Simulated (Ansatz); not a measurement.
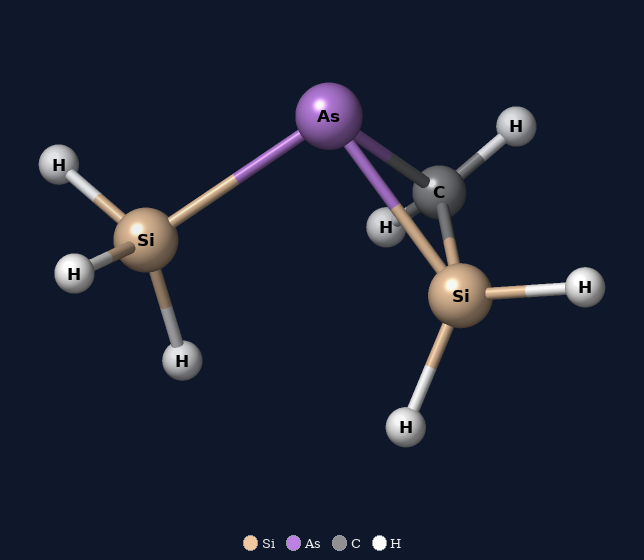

Identify the structure.

Formula CH7AsSi2. As SMILES it reads `[SiH3][As]1C[SiH2]1`. Independent rings (smallest set): 1 of 3 members. Among its groups: Si–H bond. This geometry has C1 symmetry. Coordination, clear cases only: 1 Si tetrahedral; 1 As trigonal pyramidal.

More results for the same structure follow; atom numbers are the same in all pictures, views and colours differ. The computed structure is the end point of a PBE0-D4/def2-TZVP optimisation.

**Levels of theory compared**

Program: Ansatz 0.2.0.

Tabulate dipole (D) at these levels: B3LYP-D4/def2-TZVPP; PBE-D4/def2-TZVPP; PBE0-D4/def2-TZVP; r2SCAN-D4/def2-TZVPP; ωB97M-V/def2-TZVPP.

| level | dipole (D) |
| --- | --- |
| B3LYP-D4/def2-TZVPP | 0.93 |
| PBE-D4/def2-TZVPP | 0.89 |
| PBE0-D4/def2-TZVP | 0.99 |
| r2SCAN-D4/def2-TZVPP | 1.02 |
| ωB97M-V/def2-TZVPP | 0.97 |

**Vibrations**

Harmonic vibrations computed with RKS PBE0-D4/def2-TZVP (Ansatz 0.2.0) at a stationary point of the same level.

Question: How many vibrational modes are there, and where do they lie?

Answer: 27 modes: 94, 133, 162, 361, 385, 455, 496, 498, 552, 574, 644, 765, 774, 878, 890, 922, 933, 938, 948, 1389, 2201, 2215, 2227, 2247, 2268, 3136, 3221 cm⁻¹.

**Thermal motion**

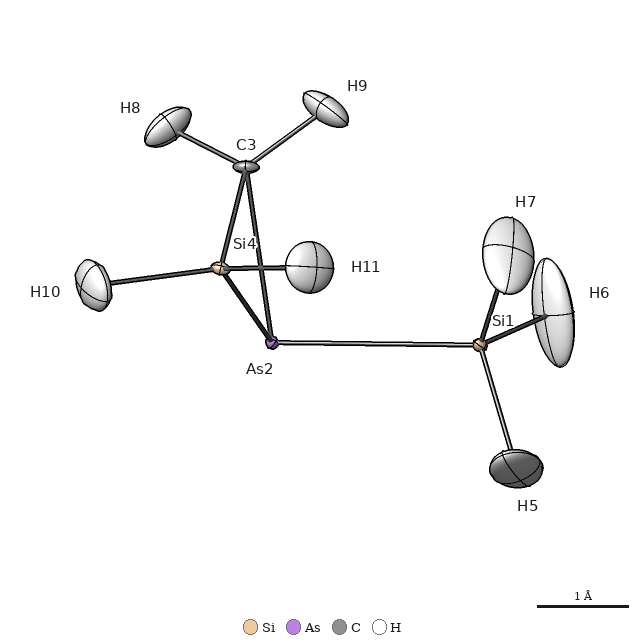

Displacement ellipsoids at the 50 % level, from the internal vibrations of the free molecule (harmonic, no overall translation or rotation; no half-axis is drawn under 0.075 Å). Vibrations computed with RKS PBE0-D4/def2-TZVP (Ansatz 0.2.0). Temperature: 200 K.

Question: Which atom moves most?

Answer: H5, with U_eq = 0.0713 Å².

Question: Does H5 move more along its bond or across it?

Answer: Across it: the root-mean-square amplitude is 0.093 Å along the bond and up to 0.417 Å across, since bending and torsion are softer than stretching.

List U_eq and the three principal root-mean-square amplitudes for each kind of atom.

| atom | U_eq (Å²) | rms amplitudes (Å) |
| --- | --- | --- |
| Si1 | 0.0022 | 0.031, 0.038, 0.066 |
| As2 | 0.00054 | 0.015, 0.020, 0.031 |
| C3 | 0.0044 | 0.039, 0.051, 0.095 |
| Si4 | 0.0022 | 0.022, 0.033, 0.070 |
| H5 | 0.0713 | 0.093, 0.177, 0.417 |
| H6 | 0.0652 | 0.101, 0.176, 0.393 |
| H7 | 0.0591 | 0.096, 0.192, 0.362 |
| H8 | 0.0230 | 0.095, 0.144, 0.198 |
| H9 | 0.0235 | 0.092, 0.149, 0.200 |
| H10 | 0.0280 | 0.101, 0.176, 0.207 |
| H11 | 0.0278 | 0.096, 0.183, 0.202 |
